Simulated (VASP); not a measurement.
Band structure of AlRu (space group Pm-3m). These are SCAN meta-GGA, VASP's PBE PAW potentials (set 64) (plane waves; VASP 6.6.1) values and carry that method's errors.

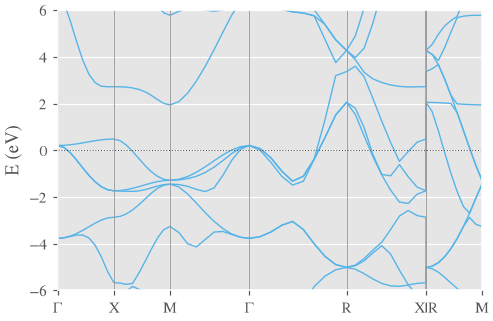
Fig. 1. Bands along high-symmetry lines, zero at the valence-band maximum or, without a gap, the Fermi level

Question: Read the plot: is there a gap, and where are the band edges?

Answer: It has no gap at this level: it comes out as a metal or semimetal.

The structure comes from a measured AlRu entry (Pm-3m) of the Crystallography Open Database, whose conditions weren't checked. It was relaxed first. The electron count is odd and the run is not spin-polarised, which forces a metal.
